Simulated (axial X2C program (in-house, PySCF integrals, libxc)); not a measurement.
**Linear AsOH⁺ at several levels**

Aim: the two bond lengths and stretching wavenumbers of linear AsOH⁺, with and without spin–orbit coupling, at PBE0, HF, LDA, MP2.

Computed with an in-house X2C program for linear molecules on PySCF integrals. Level: all-electron X2C, two-component (2c) or spin-free, As dyall-v3z, O dyall-av3z, H dyall-v3z.

All values are calculated.

2 further runs of the same task are left out: 2 set aside as unsound or not needed.

### 1 Input

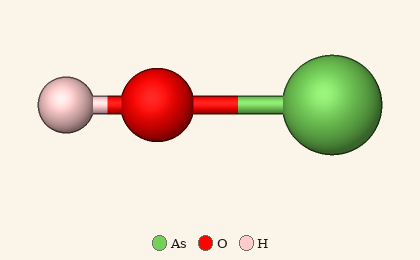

The atoms on one line, bonds 1.840 and 0.960 Å (arsenic green, oxygen red, hydrogen pink).

The input, task.json:

```json
{"zs": [33, 8, 1], "q": 1, "bas": ["dyall-v3z", "dyall-av3z", "dyall-v3z"], "r0": [1.84, 0.96], "symm": 0, "scan": ["PBE0", "HF", "LDA"], "levels": ["PBE0", "HF", "LDA"], "nst": 2}
```

Keys: zs atomic numbers; q charge; bas basis sets; r0 starting distance in Å; symm equal bonds; scan levels of the two-bond scan (MP2 follows by itself at each HF point); levels methods; nst determinants followed.

Launch:

```sh
> python solin.py task.json out
```

Masses As 74.922, O 15.995, H 1.008 u.

### 2 Scan at PBE0, 2c

State: Ω = 1/2 (beyond evenly filled blocks: ω = 1/2). Energies above the lowest point, from the job's result record:

```tsv
r(As–O) (Å)	r(O–H) (Å)	E (meV)
1.6058	0.9438	54.25
1.6058	0.9680	40.82
1.6058	0.9922	56.50
1.6470	0.9438	13.75
1.6470	0.9680	0.00
1.6470	0.9922	15.40
1.6470	1.0164	55.38
1.6882	0.9438	49.08
1.6882	0.9680	34.97
1.6882	0.9922	50.04
1.7294	0.9680	130.16
1.7294	1.0164	184.18
```

A quadratic surface with cubic terms in each bond gives the minimum at 1.647 and 0.967 Å, force constants 7.15, 8.04 and coupling -0.05 mdyn/Å.

### 3 Scan at HF, 2c

State: Ω = 1/2 (beyond evenly filled blocks: ω = 1/2). Energies above the lowest point, from the job's result record:

```tsv
r(As–O) (Å)	r(O–H) (Å)	E (meV)
1.6058	0.9438	0.00
1.6058	0.9680	10.24
1.6058	0.9922	49.65
1.6470	0.9438	5.77
1.6470	0.9680	15.84
1.6470	0.9922	55.12
1.6470	1.0164	119.01
1.6882	0.9438	88.67
1.6882	0.9680	98.54
1.6882	0.9922	137.66
1.7294	0.9680	242.51
1.7294	1.0164	344.99
```

A quadratic surface with cubic terms in each bond gives the minimum at 1.623 and 0.948 Å, force constants 8.14, 9.02 and coupling -0.03 mdyn/Å.

### 4 Scan at LDA, 2c

State: Ω = 1/2 (beyond evenly filled blocks: ω = 1/2). Energies above the lowest point, from the job's result record:

```tsv
r(As–O) (Å)	r(O–H) (Å)	E (meV)
1.6058	0.9438	79.03
1.6058	0.9680	47.76
1.6058	0.9922	45.97
1.6470	0.9438	33.61
1.6470	0.9680	2.05
1.6470	0.9922	0.00
1.6470	1.0164	22.91
1.6882	0.9438	61.84
1.6882	0.9680	29.95
1.6882	0.9922	27.59
1.7294	0.9680	116.18
1.7294	1.0164	135.77
```

A quadratic surface with cubic terms in each bond gives the minimum at 1.651 and 0.982 Å, force constants 6.82, 7.37 and coupling -0.05 mdyn/Å.

### 5 Comparison

| level | r(As–O) (Å) | r(O–H) (Å) | lower stretch (cm⁻¹) | upper stretch (cm⁻¹) |
| --- | --- | --- | --- | --- |
| PBE0, 2c | 1.647 | 0.967 | 933.6 | 3801.4 |
| HF, 2c | 1.623 | 0.948 | 996.5 | 4026.3 |
| LDA, 2c | 1.651 | 0.982 | 911.8 | 3639.0 |
| MP2, 2c | 1.656 | 0.970 | 924.5 | 3758.0 |
| PBE0, spin-free | 1.646 | 0.967 | 933.9 | 3799.5 |
| HF, spin-free | 1.622 | 0.948 | 997.3 | 4024.7 |
| LDA, spin-free | 1.650 | 0.982 | 912.2 | 3637.1 |
| MP2, spin-free | 1.655 | 0.971 | 924.6 | 3755.8 |

Scans not shown above were run alike.

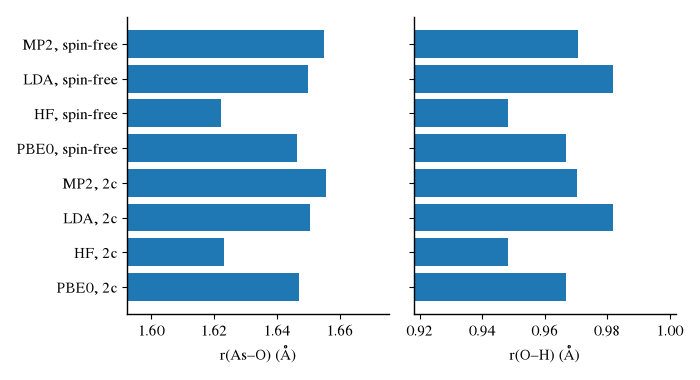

The two bond lengths by level.

**Reading.** Over the levels the As–O bond spans 1.622 to 1.656 Å and the O–H bond 0.948 to 0.982 Å. At PBE0 spin–orbit coupling leaves both bonds unchanged to 0.001 Å. Each state is one determinant, the lowest of a limited PBE0 search; the stretches come from a fit to few points and are good to some per cent at best. MP2 freezes inner shells (threshold -2 hartree). The molecule was held linear; bending was not examined, so a bent shape may lie lower. Note: functional without a current term on a determinant with orbital currents, of the molecule or an atom.
